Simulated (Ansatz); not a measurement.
# Resistivity from frozen vibrations: Pt(111) with 4 thermally displaced layers, 2x2

How much do lattice vibrations at 180 K scatter the electrons of Pt? Layers with random displacements are laid between perfect leads, and the resistance is followed against their length.

Method: Ansatz plane-wave DFT, PBE, PAW files; ballistic transport by layer matching (Landauer), zero bias; PAW set soft_1, in Ansatz 0.2.0.

## Step 1: The starting structure

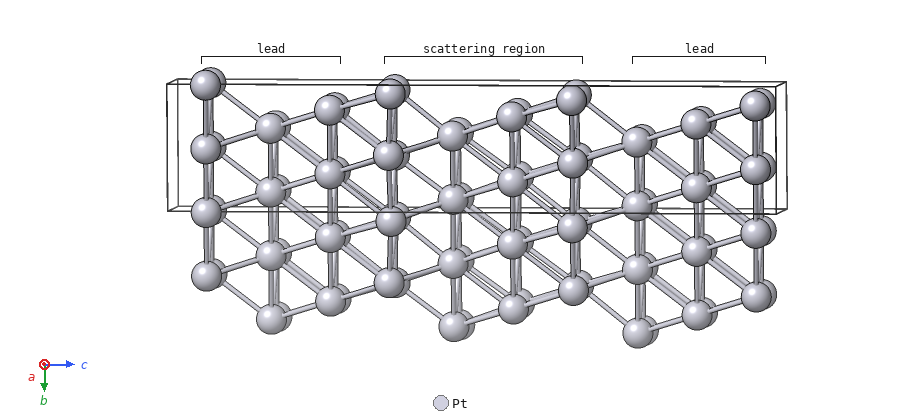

The starting structure, seen from the side, with the c axis across the page (platinum light grey). 1×2×1 cells are drawn.

The cell holds 40 atoms: 40 Pt. Its edges and angles: a = 5.546 Å, b = 5.546 Å, c = 22.699 Å, α = 93.5°, β = 86.5°, γ = 120.0°. It derives from Pt. Regions: lead, 24 atoms (24 Pt); scattering region, 16 atoms (16 Pt). The structure is stacked along c, and the current runs across the ab planes.

## Step 2: With 4 displaced layers

Each atom of 4 layers is moved at random, by amounts drawn from a normal law 0.0494 Å wide in each direction from the Debye model (240 K) at 180 K. The layers about the cell's end stay perfect and serve as the lead. Disorder leaves little or no symmetry, which makes such runs dear. Energies from -0.05 to 0.05 eV in steps of 0.05 eV are too few for the program's thermal sum, so it prints no conductance; for a metal the transmission near the Fermi level serves, at a fraction of the cost.

Input file input.yaml:

```yaml
crystal:
  lattice:
    - [5.5462627489, 0.0, 0.0]
    - [-2.7731313745, 4.8032044366, 0.0]
    - [1.3865656872, -0.8005340728, 22.6425228571]
  atoms:
    - { symbol: Pt, position: [0.9916666667, 0.0083333333, 0.05] }
    - { symbol: Pt, position: [0.9916666667, 0.5083333333, 0.05] }
    - { symbol: Pt, position: [0.4916666667, 0.0083333333, 0.05] }
    - { symbol: Pt, position: [0.4916666667, 0.5083333333, 0.05] }
    - { symbol: Pt, position: [0.1416666667, 0.3583333333, 0.15] }
    - { symbol: Pt, position: [0.1416666667, 0.8583333333, 0.15] }
    - { symbol: Pt, position: [0.6416666667, 0.3583333333, 0.15] }
    - { symbol: Pt, position: [0.6416666667, 0.8583333333, 0.15] }
    - { symbol: Pt, position: [0.2916666667, 0.2083333333, 0.25] }
    - { symbol: Pt, position: [0.2916666667, 0.7083333333, 0.25] }
    - { symbol: Pt, position: [0.7916666667, 0.2083333333, 0.25] }
    - { symbol: Pt, position: [0.7916666667, 0.7083333333, 0.25] }
    - { symbol: Pt, position: [0.9485237417, 0.0727749721, 0.3526741601] }
    - { symbol: Pt, position: [0.9357761843, 0.5550743965, 0.3488484645] }
    - { symbol: Pt, position: [0.4461848911, 0.0580280617, 0.3516308136] }
    - { symbol: Pt, position: [0.4332969122, 0.5744228006, 0.3497894418] }
    - { symbol: Pt, position: [0.0971667051, 0.4067896903, 0.449172244] }
    - { symbol: Pt, position: [0.100111931, 0.9167463864, 0.4495577791] }
    - { symbol: Pt, position: [0.5941504179, 0.4150745321, 0.4480996242] }
    - { symbol: Pt, position: [0.580444203, 0.9121548718, 0.4485358296] }
    - { symbol: Pt, position: [0.2205292924, 0.2497840753, 0.5489790077] }
    - { symbol: Pt, position: [0.2233360782, 0.7429846653, 0.5500799981] }
    - { symbol: Pt, position: [0.7487355681, 0.2556630887, 0.5483763692] }
    - { symbol: Pt, position: [0.748898966, 0.7656066972, 0.5493449314] }
    - { symbol: Pt, position: [0.901964355, 0.1189923853, 0.6495481137] }
    - { symbol: Pt, position: [0.886114063, 0.6120018027, 0.6505405124] }
    - { symbol: Pt, position: [0.395091173, 0.0948703126, 0.6485553781] }
    - { symbol: Pt, position: [0.3752250531, 0.5905310482, 0.650276068] }
    - { symbol: Pt, position: [0.0416666667, 0.4583333333, 0.75] }
    - { symbol: Pt, position: [0.0416666667, 0.9583333333, 0.75] }
    - { symbol: Pt, position: [0.5416666667, 0.4583333333, 0.75] }
    - { symbol: Pt, position: [0.5416666667, 0.9583333333, 0.75] }
    - { symbol: Pt, position: [0.1916666667, 0.3083333333, 0.85] }
    - { symbol: Pt, position: [0.1916666667, 0.8083333333, 0.85] }
    - { symbol: Pt, position: [0.6916666667, 0.3083333333, 0.85] }
    - { symbol: Pt, position: [0.6916666667, 0.8083333333, 0.85] }
    - { symbol: Pt, position: [0.8416666667, 0.1583333333, 0.95] }
    - { symbol: Pt, position: [0.8416666667, 0.6583333333, 0.95] }
    - { symbol: Pt, position: [0.3416666667, 0.1583333333, 0.95] }
    - { symbol: Pt, position: [0.3416666667, 0.6583333333, 0.95] }
kpoints:
  mp_grid: { grid: [5, 5, 1] }
hamiltonian:
  xc: pbe
  pseudopotentials: { kind: paw, azcp: { folder: soft_1 } }
scf:
  occupations: { method: fermi_dirac, width: 0.1 }
output:
  transmission:
    leads: [[0, 4]]
    kmesh: [10, 10]
    e_range: [-0.05, 0.05]
    de: 0.05
  write_potential: true
  write_density: true
  volumetric_format: npy
```

Command:

```sh
> ansatz run input.yaml --threads 4 --pin off --max-ram 15360MiB --backend cpu --events-out ev --progress --plain --runs-dir out
```

Numbers of over 12 decimals in the logs are rounded to 6 here.

What it wrote:

```text
Engine: ansatz 0.2.0, aarch64-unknown-linux-gnu
Pseudopotentials: kind: paw
Pseudopotential: Pt, paw, valence charge 18, recommended cutoff 420 eV (normal), soft_1/Pt.paw.azcp
Functional definition: PBE
  parameter kappa = 0.804
  parameter beta = 0.066725
  exchange = pbe_x(kappa = kappa, mu = beta*pi^2/3)
  correlation = pbe_c(beta = beta)
Crystal: 40 atoms, lattice volume = 603.193 Å³
Basis set: ecut = 420 eV, 11827 PW (Γ)
Bands: 432, of which v1, the nominal top of the filled ones, is band 360 counted from 1 (359 counted from 0)
Symmetry: 1 space group operations
Space group: P1 (ITA 1), of the structure as read, at distance tolerance 8.4e-5 Å
k-points: 13 of 25 (time reversal used)
Non-local potential: Pt, projectors of the file, l = 0: 3, l = 1: 2, l = 2: 2, l = 3: 1
PAW form: soft (Blöchl's): semilocal exchange-correlation on the pseudo side does not see the compensation charge
PAW one-centre angular grid: Pt, 590 points (default); XC on 64 Gauss nodes
Initial density: superposition of atomic densities (chi_scale 0.1, normalization cell)
Initial wavefunctions: pseudopotential atomic-orbital guess
Functional: x = pbe(κ = 0.804, μ = 0.219515), c = pbe(β = 0.066725)
SCF iter   1: F=—  HF=-501000.886713 eV  |F-HF|=—  |Δ(HF+E_count)|=         —  Δρ=8.57e-2  dr2=4.22e1  ethr=3.10e-3  ⟨swp⟩=4.7  Hψ=16812  notcnv=0  defer=212
preconditioner: auto → Kerker (q_TF=auto, 2.810 Å⁻¹)  [metal: Δε(μ)=0.009 eV  Ē_g=8.532 eV  σ=0.100 eV  W_gap=0.02  n_scr=246 (ndim 8)  ℏωp=30.2 eV  f_vac=0.000  D(μ)=69.05/eV (n_scr^D=920)]
SCF iter   2: F=—  HF=-500991.032382 eV  |F-HF|=—  |Δ(HF+E_count)|=    9.85e0  Δρ=4.54e-2  dr2=1.16e1  ethr=3.10e-3  ⟨swp⟩=2.8  Hψ=9390  notcnv=0  defer=484
SCF iter   3: F=—  HF=-500987.725448 eV  |F-HF|=—  |Δ(HF+E_count)|=    3.31e0  Δρ=6.53e-3  dr2=1.28e-1  ethr=1.61e-3  ⟨swp⟩=2.1  Hψ=8100  notcnv=0  defer=484
SCF iter   4: F=—  HF=-500987.740993 eV  |F-HF|=—  |Δ(HF+E_count)|=   1.55e-2  Δρ=1.08e-3  dr2=7.77e-3  ethr=1.78e-5  ⟨swp⟩=2.9  Hψ=9723  notcnv=0  defer=480
SCF iter   5: F=—  HF=-500987.741271 eV  |F-HF|=—  |Δ(HF+E_count)|=   2.78e-4  Δρ=3.54e-4  dr2=6.96e-4  ethr=1.08e-6  ⟨swp⟩=2.5  Hψ=7839  notcnv=0  defer=480
SCF iter   6: F=—  HF=-500987.741276 eV  |F-HF|=—  |Δ(HF+E_count)|=   5.01e-6  Δρ=5.42e-5  dr2=2.23e-5  ethr=9.67e-8  ⟨swp⟩=2.8  Hψ=10415  notcnv=0  defer=480
SCF iter   7: F=—  HF=-500987.740042 eV  |F-HF|=—  |Δ(HF+E_count)|=   1.23e-3  Δρ=1.16e-5  dr2=4.09e-6  ethr=3.09e-9  ⟨swp⟩=1.2  Hψ=5115  notcnv=0  defer=480
SCF iter   8: F=—  HF=-500987.740042 eV  |F-HF|=—  |Δ(HF+E_count)|=   6.82e-8  Δρ=2.97e-6  dr2=2.96e-7  ethr=5.68e-10  ⟨swp⟩=1.0  Hψ=5112  notcnv=0  defer=480
SCF iter   9: F=-500987.740042 eV  HF=-500987.740042 eV  |F-HF|=3.64e-8  |Δ(HF+E_count)|=   1.29e-8  Δρ=8.92e-7  dr2=3.80e-8  ethr=1.39e-11  ⟨swp⟩=8.2  Hψ=17122  notcnv=0
SCF 1 converged in 9 iterations: F = -500987.740042 eV  dr2 = 3.80e-8
  greatest PAW one-centre occupation: 1.000 electrons in one spin orbital (limit 2), on the Pt atom at site 16 (counted from 0), in its partial waves of l = 0
transmission: 215 of 2132 steps passed
transmission: 429 of 2132 steps passed
[...]
transmission: 2132 of 2132 steps passed
SCF converged after 9 iterations
Free energy (F): -500987.740042 eV
Harris-Foulkes:  -500987.740042 eV  (|F-HF|=3.64e-8)
Internal energy: -500985.504237 eV  (E = F + TS)
E sigma→0 (E₀):  -500986.622139 eV
Entropy (-TS):   -2.235804 eV (-55.895 meV/atom)
Fermi energy:    23.429790 eV
--- Per-component energies (eV) ---
  E_band       = -5137.145334
  E_kinetic    = 23901.297623
  E_local      = -57092.457875  (includes V_loc(G=0)·N_el)
  E_nonlocal   = 8155.479920
  E_hartree    = 21736.390427
  E_xc         = -9305.175775
  E_vxc        = -10872.130875  (∫ρ·V_xc dr)
  E_paw        = -379356.122862  (= ΣΔE_a)
  E_vpaw       = -12702.170084  (= ΣTr[D̂ρ^β])
  E_aug_tail   = 0.044574  (compensation charges beyond the density's cutoff)
  E_ewald      = -109024.960271
  E_smearing   = -2.235804  (= −TS)
  E_closure    = 0.000000  (closes the sum)
  Σ components = -500987.740042   (vs F -500987.740042, Δ=0.00e0)
--- Band table (eV; the first three rows and the last of 13) ---
  k-point 0: bands = [... 356 lower, 23.5875, 23.6187, 23.6248, 23.6561, 23.6647, 23.6771, 23.6813, 23.7248, ... 68 higher]
  k-point 1: bands = [... 356 lower, 23.4000, 23.4052, 23.4187, 23.4254, 23.4491, 23.4710, 23.5078, 23.5948, ... 68 higher]
  k-point 2: bands = [... 356 lower, 23.3254, 23.3380, 23.4028, 23.4574, 23.5153, 23.5352, 23.5388, 23.5501, ... 68 higher]
  k-point 12: bands = [... 356 lower, 23.2840, 23.3238, 23.4471, 23.4577, 23.4670, 23.4859, 23.5216, 23.5303, ... 68 higher]
--- Transmission ---
  basis      : 241 plane waves across, 41 finite elements along
  points     : 52, standing for a mesh of 10 x 10
  energies   : 3 from -0.050000 to 0.050000 eV about the Fermi level, 0.050000 eV apart; the leads are filled to 0.000000 eV, and channels, transmission and decay are at 0.000000 eV
  crystal 0  : Pt4, at the sites [0, 4], period 2.2643 Å, over 13.59 Å; its Hamiltonian steps by up to 2.0 meV
    offset         : up to 0.0000 Å between an atom of the period and one for which it stands
    channels       : 6.890000e0 a spin
    conductance    : none, the energies end too early or step too widely for 300 K: set another output.transmission.e_range or a lower de, or, where they end at an eighth of basis.ecutwfc, a higher one
  junction   : crystal 0 to crystal 0, 0.70 to 21.08 Å
    transmission   : 6.295390e0 a spin
    conductance    : none, the energies end too early or step too widely for 300 K: set another output.transmission.e_range or a lower de, or, where they end at an eighth of basis.ecutwfc, a higher one
```

It took 9.4 min on 4 threads of Arm Neoverse V1, shared host; peak memory 5.7 GiB; 35 min of CPU time.

Numbers from this step:

```
free energy                                    : -500987.7400 eV
energy at zero smearing                        : -500986.6221 eV
Fermi energy                                   : 23.43 eV
cell area                                      : 26.64 Å²
transmission per spin nearest the Fermi level  : 6.295
open channels per spin nearest the Fermi level : 6.89
step of the lead's potential                   : 2 meV
```

Per spin. Transmission, zone mean against energy, zero at the Fermi level:

```tsv
energy (eV)	transmission, zone mean
-0.0500	6.51
0.0000	6.30
0.0500	5.85
```

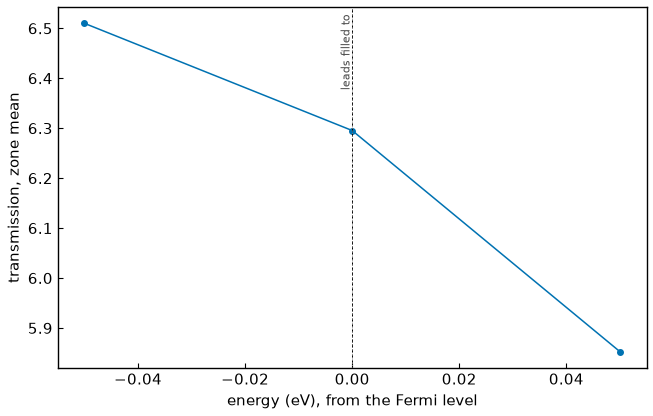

Transmission, zone mean against energy.

Per spin. The open channels, zone mean, lead by energy, zero at the Fermi level:

```tsv
energy (eV)	open channels, zone mean, lead
-0.0500	7.16
0.0000	6.89
0.0500	6.21
```

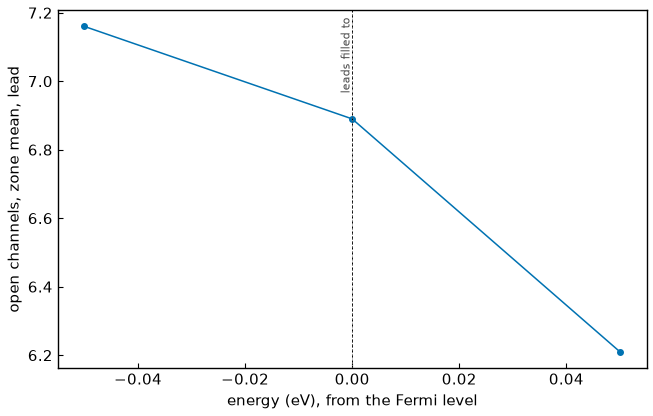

Open channels, zone mean, lead, plotted against energy.

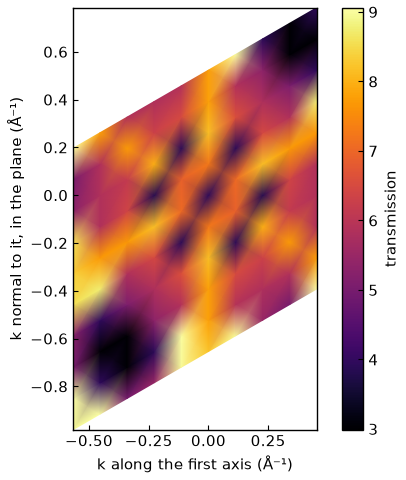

Transmission over k1 and k2. At 0.0000 eV from the Fermi level.

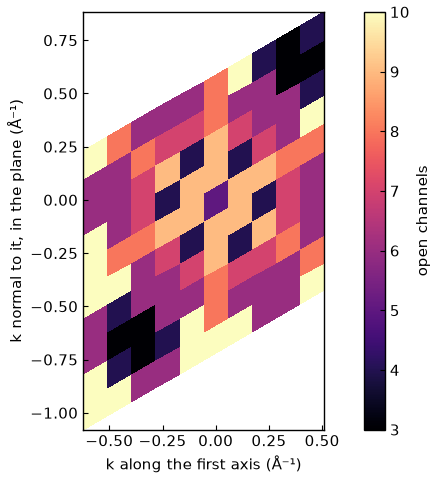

Open channels over k1 and k2. At 0.0000 eV from the Fermi level.

Over the solved energies the transmission per spin lies between 5.85 and 6.51, out of 6.75 channels of the lead on average (up to 7.16).

## Step 3: With 8 displaced layers

System of this step: Pt(111) with 8 thermally displaced layers, 2x2. The cell holds 56 atoms: 56 Pt. Its edges and angles: a = 5.546 Å, b = 5.546 Å, c = 31.740 Å, α = 87.5°, β = 92.5°, γ = 120.0°. It derives from Pt. Regions: lead, 24 atoms (24 Pt); scattering region, 32 atoms (32 Pt). The structure is stacked along c, and the current runs across the ab planes.

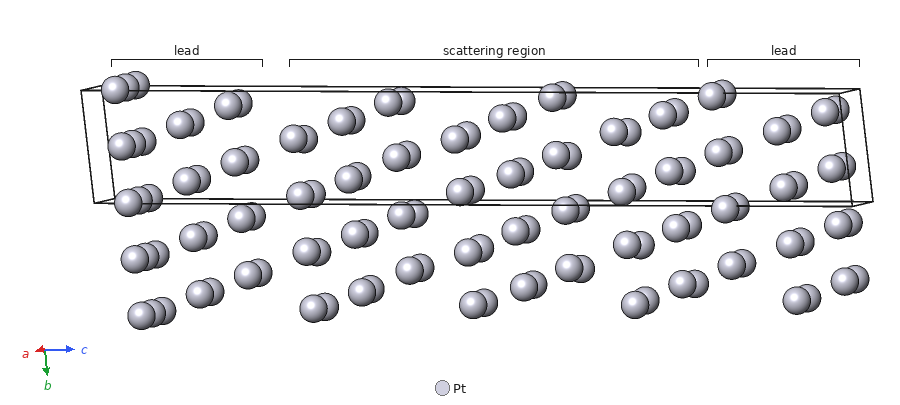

The cell of this step (platinum light grey). 1×2×1 cells are drawn. Some periodic images of atoms are drawn too.

Input file input.yaml:

```yaml
crystal:
  lattice:
    - [5.5462627489, 0.0, 0.0]
    - [-2.7731313745, 4.8032044366, 0.0]
    - [-1.3865656872, 0.8005340728, 31.6995319999]
  atoms:
    - { symbol: Pt, position: [0.005952381, 0.994047619, 0.0357142857] }
    - { symbol: Pt, position: [0.005952381, 0.494047619, 0.0357142857] }
    - { symbol: Pt, position: [0.505952381, 0.994047619, 0.0357142857] }
    - { symbol: Pt, position: [0.505952381, 0.494047619, 0.0357142857] }
    - { symbol: Pt, position: [0.1845238095, 0.3154761905, 0.1071428571] }
    - { symbol: Pt, position: [0.1845238095, 0.8154761905, 0.1071428571] }
    - { symbol: Pt, position: [0.6845238095, 0.3154761905, 0.1071428571] }
    - { symbol: Pt, position: [0.6845238095, 0.8154761905, 0.1071428571] }
    - { symbol: Pt, position: [0.3630952381, 0.1369047619, 0.1785714286] }
    - { symbol: Pt, position: [0.3630952381, 0.6369047619, 0.1785714286] }
    - { symbol: Pt, position: [0.8630952381, 0.1369047619, 0.1785714286] }
    - { symbol: Pt, position: [0.8630952381, 0.6369047619, 0.1785714286] }
    - { symbol: Pt, position: [0.0429295177, 0.9503687495, 0.2521610997] }
    - { symbol: Pt, position: [0.0523265603, 0.4646865297, 0.2506265153] }
    - { symbol: Pt, position: [0.5434900621, 0.9444636181, 0.2509575044] }
    - { symbol: Pt, position: [0.5380324449, 0.4400479162, 0.2505412393] }
    - { symbol: Pt, position: [0.221913825, 0.2879202839, 0.3207437959] }
    - { symbol: Pt, position: [0.2216122146, 0.7835186659, 0.3200619255] }
    - { symbol: Pt, position: [0.7251618296, 0.2785534984, 0.3221966632] }
    - { symbol: Pt, position: [0.7213338919, 0.790784913, 0.3223724639] }
    - { symbol: Pt, position: [0.4008024431, 0.1073677818, 0.3948218975] }
    - { symbol: Pt, position: [0.4069072467, 0.5847640204, 0.3942345036] }
    - { symbol: Pt, position: [0.9022104353, 0.1004860339, 0.3912871159] }
    - { symbol: Pt, position: [0.9036699605, 0.5880559766, 0.3937413692] }
    - { symbol: Pt, position: [0.0806744844, 0.9062322124, 0.4638138977] }
    - { symbol: Pt, position: [0.0673602159, 0.4247374634, 0.4666475824] }
    - { symbol: Pt, position: [0.5861184529, 0.9044662834, 0.4633890053] }
    - { symbol: Pt, position: [0.5918901491, 0.4387661157, 0.464942648] }
    - { symbol: Pt, position: [0.2508260263, 0.2471103276, 0.5356883659] }
    - { symbol: Pt, position: [0.2504569189, 0.7363870097, 0.5363182685] }
    - { symbol: Pt, position: [0.7581606621, 0.2431481543, 0.5353685341] }
    - { symbol: Pt, position: [0.7423100714, 0.7387297871, 0.5375959034] }
    - { symbol: Pt, position: [0.4257626027, 0.0503104449, 0.6092240971] }
    - { symbol: Pt, position: [0.4501161856, 0.5871585802, 0.6072403531] }
    - { symbol: Pt, position: [0.9233047881, 0.0502313986, 0.609207558] }
    - { symbol: Pt, position: [0.9530353745, 0.5571944716, 0.6061336385] }
    - { symbol: Pt, position: [0.1140659681, 0.8784283058, 0.678149457] }
    - { symbol: Pt, position: [0.1112492774, 0.3885960181, 0.6802789426] }
    - { symbol: Pt, position: [0.6179119965, 0.8964722922, 0.6779165563] }
    - { symbol: Pt, position: [0.6046359215, 0.3652728029, 0.6763100429] }
    - { symbol: Pt, position: [0.2958749954, 0.2021081555, 0.750904454] }
    - { symbol: Pt, position: [0.303517318, 0.7217325783, 0.7512662015] }
    - { symbol: Pt, position: [0.799975938, 0.2073654064, 0.748910932] }
    - { symbol: Pt, position: [0.7823401063, 0.7036035604, 0.7482378822] }
    - { symbol: Pt, position: [0.4702380952, 0.0297619048, 0.8214285714] }
    - { symbol: Pt, position: [0.4702380952, 0.5297619048, 0.8214285714] }
    - { symbol: Pt, position: [0.9702380952, 0.0297619048, 0.8214285714] }
    - { symbol: Pt, position: [0.9702380952, 0.5297619048, 0.8214285714] }
    - { symbol: Pt, position: [0.1488095238, 0.8511904762, 0.8928571429] }
    - { symbol: Pt, position: [0.1488095238, 0.3511904762, 0.8928571429] }
    - { symbol: Pt, position: [0.6488095238, 0.8511904762, 0.8928571429] }
    - { symbol: Pt, position: [0.6488095238, 0.3511904762, 0.8928571429] }
    - { symbol: Pt, position: [0.3273809524, 0.1726190476, 0.9642857143] }
    - { symbol: Pt, position: [0.3273809524, 0.6726190476, 0.9642857143] }
    - { symbol: Pt, position: [0.8273809524, 0.1726190476, 0.9642857143] }
    - { symbol: Pt, position: [0.8273809524, 0.6726190476, 0.9642857143] }
kpoints:
  mp_grid: { grid: [5, 5, 1] }
hamiltonian:
  xc: pbe
  pseudopotentials: { kind: paw, azcp: { folder: soft_1 } }
scf:
  occupations: { method: fermi_dirac, width: 0.1 }
output:
  transmission:
    leads: [[0, 4]]
    kmesh: [10, 10]
    e_range: [-0.05, 0.05]
    de: 0.05
  write_potential: true
  write_density: true
  volumetric_format: npy
```

What it wrote:

```text
[...]
Crystal: 56 atoms, lattice volume = 844.470 Å³
Basis set: ecut = 420 eV, 16521 PW (Γ)
Bands: 605, of which v1, the nominal top of the filled ones, is band 504 counted from 1 (503 counted from 0)
Symmetry: 1 space group operations
[...]
k-points: 13 of 25 (time reversal used)
[...]
SCF iter   1: F=—  HF=-701400.645912 eV  |F-HF|=—  |Δ(HF+E_count)|=         —  Δρ=8.55e-2  dr2=5.95e1  ethr=3.10e-3  ⟨swp⟩=4.4  Hψ=23033  notcnv=0  defer=303
[...]
SCF iter  10: F=-701382.298657 eV  HF=-701382.298657 eV  |F-HF|=6.52e-9  |Δ(HF+E_count)|=   1.05e-9  Δρ=3.06e-7  dr2=7.10e-9  ethr=9.92e-12  ⟨swp⟩=7.1  Hψ=17903  notcnv=0
SCF 1 converged in 10 iterations: F = -701382.298657 eV  dr2 = 7.10e-9
[...]
transmission: 298 of 2964 steps passed
transmission: 595 of 2964 steps passed
[...]
transmission: 2964 of 2964 steps passed
SCF converged after 10 iterations
Free energy (F): -701382.298657 eV
[...]
Internal energy: -701379.191640 eV  (E = F + TS)
E sigma→0 (E₀):  -701380.745149 eV
Entropy (-TS):   -3.107017 eV (-55.482 meV/atom)
Fermi energy:    23.430346 eV
[...]
--- Band table (eV; the first three rows and the last of 13) ---
  k-point 0: bands = [... 500 lower, 23.6209, 23.6295, 23.6373, 23.6449, 23.6493, 23.6660, 23.6813, 23.7058, ... 97 higher]
  k-point 1: bands = [... 500 lower, 23.4075, 23.4186, 23.4385, 23.4597, 23.4736, 23.4796, 23.4872, 23.5080, ... 97 higher]
  k-point 2: bands = [... 500 lower, 23.4466, 23.4549, 23.4605, 23.4706, 23.4789, 23.5152, 23.5254, 23.5434, ... 97 higher]
  k-point 12: bands = [... 500 lower, 23.3165, 23.3302, 23.3673, 23.3957, 23.4187, 23.4277, 23.4565, 23.4925, ... 97 higher]
--- Transmission ---
  basis      : 241 plane waves across, 57 finite elements along
  points     : 52, standing for a mesh of 10 x 10
[...]
channels       : 6.890000e0 a spin
[...]
junction   : crystal 0 to crystal 0, 0.70 to 30.13 Å
    transmission   : 5.591947e0 a spin
[...]
```

Elapsed: 17 min, on 4 threads; peak memory 9.6 GiB; 64 min of CPU time.

This step gave:

```
free energy                                   : -701382.2987 eV
energy at zero smearing                       : -701380.7451 eV
transmission per spin nearest the Fermi level : 5.592
step of the lead's potential                  : 6.7 meV
```

Per spin. Table of transmission, zone mean by energy, zero at the Fermi level:

```tsv
energy (eV)	transmission, zone mean
-0.0500	5.82
0.0000	5.59
0.0500	5.29
```

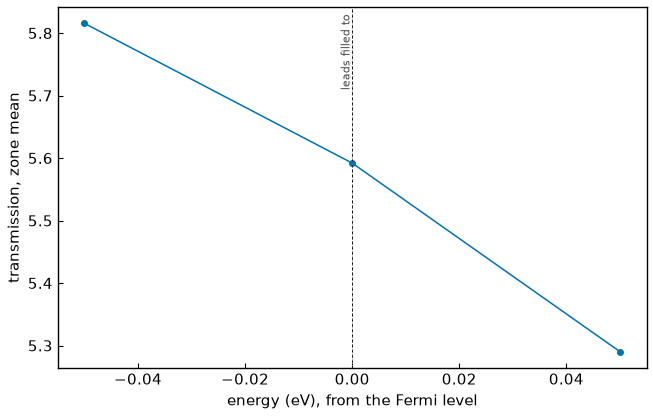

Transmission, zone mean, plotted against energy.

Over the solved energies the transmission per spin lies between 5.29 and 5.82, out of 6.75 channels of the lead on average (up to 7.14).

(Part 1 of 2 ends here.)

[Logs are printed without paths, hosts, clocks, repeated set-up lines and the standing remarks that a program may print on its own settings, such as how far it seeks lower states.]

[Hosts, paths, dates, database ids (printed as entryN), source tags and the programs' standing remarks are cut or masked in the printed files.]
